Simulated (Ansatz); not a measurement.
**The false plateau in GW convergence: SrTiO3 (Tausonite)**

Can the band sum of G0W0 be converged at a fixed screening cutoff? A test on SrTiO3 (Tausonite).

Main program and level: Ansatz 0.2.0; G0W0 on PBE, plane waves, PAW; PAW set soft_1.

## 1. The structure

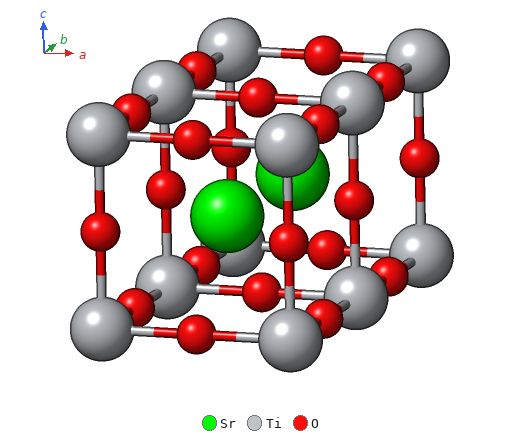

The starting structure, seen slightly off an axis (strontium green, titanium light grey, oxygen red). 1×2×1 cells are drawn. Some periodic images of atoms are drawn too.

The cell and positions come from the Crystallography Open Database and are kept as given unless a step says otherwise.

## 2. 47 empty bands, screening to 50 eV

Now the one-shot GW correction: screening in the RPA, then the self-energy of the levels asked for. This step takes PAW set soft_1 files.

input.yaml

```yaml
crystal:
  lattice:
    - [3.90528, 0.0, 0.0]
    - [0.0, 3.90528, 0.0]
    - [0.0, 0.0, 3.90528]
  atoms:
    - { symbol: Sr, position: [0.5, 0.5, 0.5] }
    - { symbol: Ti, position: [0.0, 0.0, 0.0] }
    - { symbol: O, position: [0.5, 0.0, 0.0] }
    - { symbol: O, position: [0.0, 0.5, 0.0] }
    - { symbol: O, position: [0.0, 0.0, 0.5] }
kpoints:
  mp_grid: { grid: [4, 4, 4] }
hamiltonian:
  xc: pbe
  pseudopotentials: { kind: paw, azcp: { folder: soft_1 } }
scf:
  occupations: { method: fixed }
gw:
  n_empty_bands: 47
  ecut_chi: 50
  qp_bands: [v2, c2]
  qp_kpoints: band_edges
  screening: { model: contour_deformation }
```

Started as:

```bash
> ansatz run input.yaml --threads 2 --pin off --max-ram 73728MiB --backend cuda --events-out ev --progress --plain --runs-dir out --devices 1 --max-vram 13GiB
```

Numbers of over 12 decimals in the logs are rounded to 6 here.

What it wrote:

```text
GPUs: using 1 of 1 available (devices: 1).
Engine: ansatz 0.2.0, x86_64-unknown-linux-gnu
Pseudopotentials: kind: paw
Pseudopotential: Sr, paw, valence charge 10, recommended cutoff 420 eV (normal), soft_1/Sr.paw.azcp
Pseudopotential: Ti, paw, valence charge 12, recommended cutoff 420 eV (normal), soft_1/Ti.paw.azcp
Pseudopotential: O, paw, valence charge 6, recommended cutoff 420 eV (normal), soft_1/O.paw.azcp
Functional definition: PBE
  parameter kappa = 0.804
  parameter beta = 0.066725
  exchange = pbe_x(kappa = kappa, mu = beta*pi^2/3)
  correlation = pbe_c(beta = beta)
device memory: the entry about to start is reckoned to put 0.6 GiB on a device that reports 38.3 GiB free (of which the cap on the GPU budget leaves the run 13.0 GiB)
GPU FFT provider: cuFFT
GPU libraries: cuBLAS 13.8.2, cuFFT 12.4.0, cuSOLVER 12.3.4
Crystal: 5 atoms, lattice volume = 59.560 Å³
Basis set: ecut = 420 eV, 1189 PW (Γ)
Bands: 25, of which v1, the nominal top of the filled ones, is band 20 counted from 1 (19 counted from 0)
Symmetry: 48 space group operations
Space group: Pm-3m (ITA 221), of the structure as read, at distance tolerance 3.9e-5 Å
k-points: 10 of 64
Non-local potential: Sr, projectors of the file, l = 0: 3, l = 1: 2, l = 2: 2
Non-local potential: Ti, projectors of the file, l = 0: 3, l = 1: 2, l = 2: 3, l = 3: 1
Non-local potential: O, projectors of the file, l = 0: 2, l = 1: 2, l = 2: 1
PAW form: soft (Blöchl's): semilocal exchange-correlation on the pseudo side does not see the compensation charge
PAW one-centre angular grid: Sr, 110 points (default); XC on 64 Gauss nodes
PAW one-centre angular grid: Ti, 590 points (default); XC on 64 Gauss nodes
PAW one-centre angular grid: O, 110 points (default); XC on 64 Gauss nodes
Initial density: superposition of atomic densities (chi_scale 0.1, normalization cell, long waves kept (reshape's long-wave potential 0.00 eV rms))
Initial wavefunctions: pseudopotential atomic-orbital guess
GPU buffer pool allocated for 19683 grid points (all kernels)
GPU transforms: local potential and band sums: pruned to the plane-wave sphere, on 25×27×27
Functional: x = pbe(κ = 0.804, μ = 0.219515), c = pbe(β = 0.066725)
SCF iter   1: F=—  HF=-7754.623308 eV  |F-HF|=—  |Δ(HF+E_count)|=         —  Δρ=4.99e-2  dr2=1.45e0  ethr=3.10e-3  ⟨swp⟩=4.2  Hψ=1029  notcnv=0  defer=22
preconditioner: auto → Resta (q_TF=auto, 2.553 Å⁻¹)  ε∞=5.2  [insulator: Δε(μ)=2.219 eV  Ē_g=12.922 eV  n_scr=18 (ndim 8)  ℏωp=26.4 eV  f_vac=0.000  ε∞_Penn≈5.2]
SCF iter   2: F=—  HF=-7754.485718 eV  |F-HF|=—  |Δ(HF+E_count)|=   1.38e-1  Δρ=2.74e-2  dr2=3.85e-1  ethr=3.10e-3  ⟨swp⟩=2.0  Hψ=369  notcnv=0  defer=15
SCF iter   3: F=—  HF=-7754.490329 eV  |F-HF|=—  |Δ(HF+E_count)|=   4.61e-3  Δρ=1.62e-2  dr2=1.58e-1  ethr=9.63e-4  ⟨swp⟩=2.1  Hψ=462  notcnv=0  defer=20
SCF iter   4: F=—  HF=-7754.475410 eV  |F-HF|=—  |Δ(HF+E_count)|=   1.49e-2  Δρ=5.42e-3  dr2=1.21e-2  ethr=3.96e-4  ⟨swp⟩=2.3  Hψ=382  notcnv=0  defer=20
SCF iter   5: F=—  HF=-7754.479453 eV  |F-HF|=—  |Δ(HF+E_count)|=   4.04e-3  Δρ=1.42e-3  dr2=8.53e-4  ethr=3.02e-5  ⟨swp⟩=2.6  Hψ=471  notcnv=0  defer=24
SCF iter   6: F=—  HF=-7754.480148 eV  |F-HF|=—  |Δ(HF+E_count)|=   6.95e-4  Δρ=2.71e-4  dr2=3.94e-5  ethr=2.13e-6  ⟨swp⟩=2.5  Hψ=434  notcnv=0  defer=25
SCF iter   7: F=—  HF=-7754.480216 eV  |F-HF|=—  |Δ(HF+E_count)|=   6.84e-5  Δρ=8.87e-5  dr2=5.66e-6  ethr=9.86e-8  ⟨swp⟩=2.0  Hψ=387  notcnv=0  defer=15
SCF iter   8: F=—  HF=-7754.480217 eV  |F-HF|=—  |Δ(HF+E_count)|=   1.35e-6  Δρ=1.93e-5  dr2=2.26e-7  ethr=1.41e-8  ⟨swp⟩=2.5  Hψ=389  notcnv=0  defer=15
SCF iter   9: F=-7754.480217 eV  HF=-7754.480217 eV  |F-HF|=2.20e-9  |Δ(HF+E_count)|=   4.55e-8  Δρ=2.30e-6  dr2=3.09e-9  ethr=2.50e-10  ⟨swp⟩=9.4  Hψ=984  notcnv=0
SCF 1 converged in 9 iterations: F = -7754.480217 eV  dr2 = 3.09e-9
[...]
E_band       = -206.063134
  E_kinetic    = 1022.195433
  E_local      = -2455.870121  (includes V_loc(G=0)·N_el)
  E_nonlocal   = 447.031024
  E_hartree    = 851.731704
  E_xc         = -510.500355
  E_vxc        = -580.830245  (∫ρ·V_xc dr)
  E_paw        = -4217.975206  (= ΣΔE_a)
  E_vpaw       = -342.054259  (= ΣTr[D̂ρ^β])
  E_aug_tail   = 0.002245  (compensation charges beyond the density's cutoff)
  E_ewald      = -2891.094941
  E_smearing   = -0.000000  (= −TS)
  E_closure    = -0.000000  (closes the sum)
  Σ components = -7754.480217   (vs F -7754.480217, Δ=0.00e0)
--- Band table (eV; the first three rows and the last of 10) ---
  k-point 0: bands = [... 16 lower, 8.7976, 9.6269, 9.6269, 9.6269, 11.8380, 11.8380, 11.8380, 14.2923, ... 1 higher]
  k-point 1: bands = [... 16 lower, 8.3073, 8.3641, 9.3844, 9.3844, 11.9183, 12.8943, 12.8943, 14.3013, ... 1 higher]
  k-point 2: bands = [... 16 lower, 7.6173, 7.9967, 9.2503, 9.2503, 12.0026, 13.7559, 13.7559, 14.3067, ... 1 higher]
  k-point 9: bands = [... 16 lower, 6.2415, 9.9656, 9.9656, 9.9656, 14.4354, 14.4354, 14.4354, 16.9445, ... 1 higher]
--- G₀W₀: contour deformation, 6 samples at zero and on the imaginary axis and 2 off it, 64 q-points, 47 empty bands' worth ---
  eigenvalues of the whole cell's RPA ε∞ on this k-mesh (on a slab, of 1 + 4πα/V) = 6.6486, 6.6486, 6.6486; static W/v taken at q = 0 is 0.150407
  bands read: the sum over 67 bands ends inside a degenerate multiplet in 4 slots, whose members it reads at an even weight; the widest, k=9: bands 66 to 68 (counted from 1) at 2/3 each
  gw.qp_kpoints: band_edges: 6 of 10 stored k-points solved, in 1 pass; an edge of the gap read off the rows below is read off those points alone
    valence top: of the k-points left out ik 7 came nearest to being solved in a further pass, in band 20 (counted from 1, as in the quasiparticle table): it holds the edge there only if its correction is more favourable than any solved in that band by at least 0.483 eV; those differ by 0.051 eV
    conduction bottom: of the k-points left out ik 3 came nearest to being solved in a further pass, in band 21 (counted from 1, as in the quasiparticle table): it holds the edge there only if its correction is more favourable than any solved in that band by at least 1.014 eV; those differ by 0.105 eV
  `?` marks the rows in doubt; gw_qp.tsv's column doubts and the gw_qp event give each row's grounds
    ik  band        ε_KS         Σx   Σc(E_QP)       V_xc       Z   E_QP_lin       E_QP  E_QP is
     0    19      9.6269   -26.3914     4.9441   -21.5155  0.7364     9.6950     9.6951  root
     0    20      9.6269   -26.3914     4.9441   -21.5155  0.7364     9.6950     9.6951  root
     0    21     11.8380   -12.6250    -5.9116   -20.3031  0.7452    13.6906    13.6046  root
     0    22     11.8380   -12.6250    -5.9116   -20.3031  0.7452    13.6906    13.6046  root
     1    19      9.3844   -26.1349     4.9230   -21.2600  0.7339     9.4325     9.4326  root
     1    20      9.3844   -26.1349     4.9230   -21.2600  0.7339     9.4325     9.4326  root
     1    21     11.9183   -12.7745    -6.0200   -20.5858  0.7422    13.8023    13.7095  root
     1    22     12.8943   -14.2172    -5.8792   -21.8816  0.7240    14.7841    14.6795  root ?
     2    19      9.2503   -26.1212     5.0130   -21.1271  0.7324     9.2693     9.2693  root
     2    20      9.2503   -26.1212     5.0130   -21.1271  0.7324     9.2693     9.2693  root
     2    21     12.0026   -12.9439    -6.1369   -20.9010  0.7389    13.9207    13.8227  root
     2    22     13.7559   -14.8731    -6.4994   -23.2091  0.7005    15.7387    15.5925  root ?
     5    19      8.4088   -24.8810     5.2600   -19.4431  0.7111     8.2300     8.2309  root
     5    20      9.8782   -25.8884     5.0814   -20.8245  0.7288     9.8958     9.8958  root
     5    21     13.7643   -14.7836    -6.6172   -23.2515  0.6998    15.7650    15.6149  root ?
     5    22     13.7643   -14.7836    -6.6172   -23.2515  0.6998    15.7650    15.6149  root ?
     8    19      9.3003   -25.2169     5.0821   -20.0705  0.7234     9.2359     9.2360  root
     8    20      9.9213   -25.9825     5.0889   -20.9180  0.7291     9.9457     9.9457  root
     8    21     14.0457   -14.5478    -6.9389   -23.3448  0.6935    16.0606    15.9039  root ?
     8    22     14.0457   -14.5478    -6.9389   -23.3448  0.6935    16.0606    15.9039  root ?
     9    19      9.9656   -26.0821     5.0980   -21.0149  0.7295     9.9963     9.9964  root
     9    20      9.9656   -26.0821     5.0980   -21.0149  0.7295     9.9963     9.9964  root
     9    21     14.4354   -14.5039    -7.4192   -23.7947  0.6792    16.4785    16.3071  root ?
     9    22     14.4354   -14.5039    -7.4192   -23.7947  0.6792    16.4785    16.3071  root ?
[key lines of the parts left out:]
SCF converged after 9 iterations
Free energy (F): -7754.480217 eV
Fermi energy:    9.965625 eV
```

Run time: 3.6 s. Hardware: 1 × NVIDIA H100 80GB HBM3 (shared by 6 runs) with 2 threads of AMD EPYC 7R13 (Zen 3), shared host; peak memory 1 GiB.

In the SCF lines HF is the Harris–Foulkes energy and dr2 the Hartree energy of the density residual, in eV; the loop may stop once dr2 is under the threshold and the program's other checks hold. Hψ counts applications of the Hamiltonian.

This step gave:

* bands summed: 67
* RPA ε∞ on this mesh (eigenvalues): 6.649, 6.649, 6.649
* plane waves in the screening matrix: 57
* q-points in the mesh: 64
* G0W0 gap on the mesh: 3.608 eV
* k of the valence top: -0.5, -0.5, -0.5
* k of the conduction bottom: 0, 0, 0
* starting gap on the mesh: 1.872 eV
* Z at the valence top: 0.7295
* Z at the conduction bottom: 0.7452
* least direct G0W0 gap on the computed points: 3.909 eV

The gap on the mesh goes from 1.87 eV to 3.61 eV, a correction of +1.74 eV. Between the two edge states, bare exchange in place of the xc potential would open the gap by 12.75 eV, and correlation takes back 11.01 eV.

## 3. 248 empty bands, screening to 50 eV

input.yaml: that of step 2 with these lines changed.

```diff
@@ -19,3 +19,3 @@
 gw:
-  n_empty_bands: 47
+  n_empty_bands: 248
   ecut_chi: 50
```

What it wrote:

```text
GPUs: using 1 of 1 available (devices: 1).
[...]
GPU FFT provider: cuFFT
GPU libraries: cuBLAS 13.8.2, cuFFT 12.4.0, cuSOLVER 12.3.4
Crystal: 5 atoms, lattice volume = 59.560 Å³
Basis set: ecut = 420 eV, 1189 PW (Γ)
Bands: 25, of which v1, the nominal top of the filled ones, is band 20 counted from 1 (19 counted from 0)
Symmetry: 48 space group operations
[...]
k-points: 10 of 64
[...]
8    22     14.0457   -14.5478    -7.2318   -23.3448  0.6949    15.7097    15.6110  root
     9    19      9.9656   -26.0821     4.8500   -21.0149  0.7300     9.7475     9.7484  root
     9    20      9.9656   -26.0821     4.8500   -21.0149  0.7300     9.7475     9.7484  root
     9    21     14.4354   -14.5039    -7.7042   -23.7947  0.6811    16.1325    16.0221  root ?
     9    22     14.4354   -14.5039    -7.7042   -23.7947  0.6811    16.1325    16.0221  root ?
[key lines of the parts left out:]
SCF converged after 9 iterations
Free energy (F): -7754.480217 eV
Fermi energy:    9.965625 eV
```

Elapsed: 13 s, on 1 × NVIDIA H100 80GB HBM3 (shared by 6 runs) with 2 threads; peak memory 1.1 GiB; 15 s of CPU time.

This step gave:

```yaml
bands_summed: 268
rpa_eps_infinity_on_this_mesh_eigenvalues: 6.662, 6.662, 6.662
plane_waves_in_the_screening_matrix: 57
g0w0_gap_on_the_mesh: 3.520 eV
k_of_the_valence_top: -0.5, -0.5, -0.5
k_of_the_conduction_bottom: 0, 0, 0
starting_gap_on_the_mesh: 1.872 eV
least_direct_g0w0_gap_on_the_computed_points: 3.833 eV
```

Against the run with 4×4×4 mesh, 47 empty bands, screening to 50 eV, PAW set soft_1 files, the gap moves by −0.09 eV.

## 4. 135 empty bands, screening to 100 eV

Bands and screening cutoff are moved together, since each hides the error of the other.

input.yaml: that of step 3 with these lines changed.

```diff
@@ -19,4 +19,4 @@
 gw:
-  n_empty_bands: 248
-  ecut_chi: 50
+  n_empty_bands: 135
+  ecut_chi: 100
   qp_bands: [v2, c2]
```

What it wrote:

```text
GPUs: using 1 of 1 available (devices: 1).
[...]
GPU FFT provider: cuFFT
GPU libraries: cuBLAS 13.8.2, cuFFT 12.4.0, cuSOLVER 12.3.4
Crystal: 5 atoms, lattice volume = 59.560 Å³
Basis set: ecut = 420 eV, 1189 PW (Γ)
Bands: 25, of which v1, the nominal top of the filled ones, is band 20 counted from 1 (19 counted from 0)
Symmetry: 48 space group operations
[...]
k-points: 10 of 64
[...]
1    22     12.8943   -14.2172    -6.3103   -21.8816  0.7168    14.2990    14.2484  root
[...]
9    19      9.9656   -26.0821     4.8679   -21.0149  0.7205     9.7655     9.7663  root
     9    20      9.9656   -26.0821     4.8679   -21.0149  0.7205     9.7655     9.7663  root
     9    21     14.4354   -14.5039    -7.8615   -23.7947  0.6709    15.9518    15.8647  root
     9    22     14.4354   -14.5039    -7.8615   -23.7947  0.6709    15.9518    15.8647  root
[key lines of the parts left out:]
SCF converged after 9 iterations
Free energy (F): -7754.480217 eV
Fermi energy:    9.965625 eV
```

The job ended after 5.8 s (1 × NVIDIA H100 80GB HBM3 (shared by 6 runs) with 2 threads; peak memory 1.1 GiB; 6.5 s of CPU time).

The G0W0 gap on the mesh is 3.397 eV.

## 5. 702 empty bands, screening to 100 eV

input.yaml: that of step 4 with these lines changed.

```diff
@@ -19,3 +19,3 @@
 gw:
-  n_empty_bands: 135
+  n_empty_bands: 702
   ecut_chi: 100
```

What it wrote:

```text
GPUs: using 1 of 1 available (devices: 1).
[...]
GPU FFT provider: cuFFT
GPU libraries: cuBLAS 13.8.2, cuFFT 12.4.0, cuSOLVER 12.3.4
Crystal: 5 atoms, lattice volume = 59.560 Å³
Basis set: ecut = 420 eV, 1189 PW (Γ)
Bands: 25, of which v1, the nominal top of the filled ones, is band 20 counted from 1 (19 counted from 0)
Symmetry: 48 space group operations
[...]
k-points: 10 of 64
[...]
1    22     12.8943   -14.2172    -6.5266   -21.8816  0.7166    14.0656    14.0321  root
[...]
9    19      9.9656   -26.0821     4.6972   -21.0149  0.7204     9.5927     9.5956  root
     9    20      9.9656   -26.0821     4.6972   -21.0149  0.7204     9.5927     9.5956  root
     9    21     14.4354   -14.5039    -8.0722   -23.7947  0.6711    15.7140    15.6541  root
     9    22     14.4354   -14.5039    -8.0722   -23.7947  0.6711    15.7140    15.6541  root
[key lines of the parts left out:]
SCF converged after 9 iterations
Free energy (F): -7754.480217 eV
Fermi energy:    9.965625 eV
```

The job ended after 11 s (1 × NVIDIA H100 80GB HBM3 (shared by 6 runs) with 2 threads; peak memory 1.5 GiB; 15 s of CPU time).

The G0W0 gap on the mesh is 3.350 eV.

## 6. 47 empty bands, screening to 150 eV

input.yaml: that of step 5 with these lines changed.

```diff
@@ -19,4 +19,4 @@
 gw:
-  n_empty_bands: 702
-  ecut_chi: 100
+  n_empty_bands: 47
+  ecut_chi: 150
   qp_bands: [v2, c2]
```

What it wrote:

```text
GPUs: using 1 of 1 available (devices: 1).
[...]
GPU FFT provider: cuFFT
GPU libraries: cuBLAS 13.8.2, cuFFT 12.4.0, cuSOLVER 12.3.4
Crystal: 5 atoms, lattice volume = 59.560 Å³
Basis set: ecut = 420 eV, 1189 PW (Γ)
Bands: 25, of which v1, the nominal top of the filled ones, is band 20 counted from 1 (19 counted from 0)
Symmetry: 48 space group operations
[...]
k-points: 10 of 64
[...]
8    22     14.0457   -14.5478    -7.0128   -23.3448  0.6801    15.9763    15.8300  root ?
     9    19      9.9656   -26.0821     5.2419   -21.0149  0.7164    10.1397    10.1403  root
     9    20      9.9656   -26.0821     5.2419   -21.0149  0.7164    10.1397    10.1403  root
     9    21     14.4354   -14.5039    -7.5130   -23.7947  0.6650    16.3690    16.2133  root ?
     9    22     14.4354   -14.5039    -7.5130   -23.7947  0.6650    16.3690    16.2133  root ?
[key lines of the parts left out:]
SCF converged after 9 iterations
Free energy (F): -7754.480217 eV
Fermi energy:    9.965625 eV
```

It took 5.6 s on 1 × NVIDIA H100 80GB HBM3 (shared by 6 runs) with 2 threads; peak memory 1.1 GiB; 5.8 s of CPU time.

The G0W0 gap on the mesh is 3.454 eV.

## 7. 248 empty bands, screening to 150 eV

input.yaml: that of step 6 with these lines changed.

```diff
@@ -19,3 +19,3 @@
 gw:
-  n_empty_bands: 47
+  n_empty_bands: 248
   ecut_chi: 150
```

What it wrote:

```text
GPUs: using 1 of 1 available (devices: 1).
[...]
GPU FFT provider: cuFFT
GPU libraries: cuBLAS 13.8.2, cuFFT 12.4.0, cuSOLVER 12.3.4
Crystal: 5 atoms, lattice volume = 59.560 Å³
Basis set: ecut = 420 eV, 1189 PW (Γ)
Bands: 25, of which v1, the nominal top of the filled ones, is band 20 counted from 1 (19 counted from 0)
Symmetry: 48 space group operations
[...]
k-points: 10 of 64
[...]
1    22     12.8943   -14.2172    -6.5125   -21.8816  0.7136    14.0811    14.0462  root
[...]
9    19      9.9656   -26.0821     4.6762   -21.0149  0.7164     9.5714     9.5747  root
     9    20      9.9656   -26.0821     4.6762   -21.0149  0.7164     9.5714     9.5747  root
     9    21     14.4354   -14.5039    -8.0759   -23.7947  0.6670    15.7122    15.6504  root
     9    22     14.4354   -14.5039    -8.0759   -23.7947  0.6670    15.7122    15.6504  root
[key lines of the parts left out:]
SCF converged after 9 iterations
Free energy (F): -7754.480217 eV
Fermi energy:    9.965625 eV
```

Elapsed: 6.1 s, on 1 × NVIDIA H100 80GB HBM3 (shared by 6 runs) with 2 threads; peak memory 1.2 GiB; 8.6 s of CPU time.

The G0W0 gap on the mesh is 3.404 eV.

## 8. 441 empty bands, screening to 220 eV

input.yaml: that of step 7 with these lines changed.

```diff
@@ -19,4 +19,4 @@
 gw:
-  n_empty_bands: 248
-  ecut_chi: 150
+  n_empty_bands: 441
+  ecut_chi: 220
   qp_bands: [v2, c2]
```

What it wrote:

```text
GPUs: using 1 of 1 available (devices: 1).
[...]
GPU FFT provider: cuFFT
GPU libraries: cuBLAS 13.8.2, cuFFT 12.4.0, cuSOLVER 12.3.4
Crystal: 5 atoms, lattice volume = 59.560 Å³
Basis set: ecut = 420 eV, 1189 PW (Γ)
Bands: 25, of which v1, the nominal top of the filled ones, is band 20 counted from 1 (19 counted from 0)
Symmetry: 48 space group operations
[...]
k-points: 10 of 64
[...]
1    22     12.8943   -14.2172    -6.6410   -21.8816  0.7113    13.9446    13.9177  root
[...]
9    19      9.9656   -26.0821     4.5206   -21.0149  0.7133     9.4123     9.4190  root
     9    20      9.9656   -26.0821     4.5206   -21.0149  0.7133     9.4123     9.4190  root
     9    21     14.4354   -14.5039    -8.2086   -23.7947  0.6641    15.5648    15.5177  root
     9    22     14.4354   -14.5039    -8.2086   -23.7947  0.6641    15.5648    15.5177  root
[key lines of the parts left out:]
SCF converged after 9 iterations
Free energy (F): -7754.480217 eV
Fermi energy:    9.965625 eV
```

Elapsed: 12 s, on 1 × NVIDIA H100 80GB HBM3 (shared by 6 runs) with 2 threads; peak memory 1.5 GiB.

The G0W0 gap on the mesh is 3.448 eV.

(Continued in part 2 of 2.)

[Paths, hosts, dates, memory and timing lines, banners, echoed tables and standing remarks are left out of the program output.]

[Logs are printed without paths, hosts, clocks, repeated set-up lines and the standing remarks that a program may print on its own settings, such as how far it seeks lower states.]

[Runs of the session that timed out or met a known fault of the program may be left out.]

[Cells called generated may have been cut or substituted from an entry of the Crystallography Open Database or the Materials Project.]

[Hosts, paths, dates, database ids (printed as entryN), source tags and the programs' standing remarks are cut or masked in the printed files.]
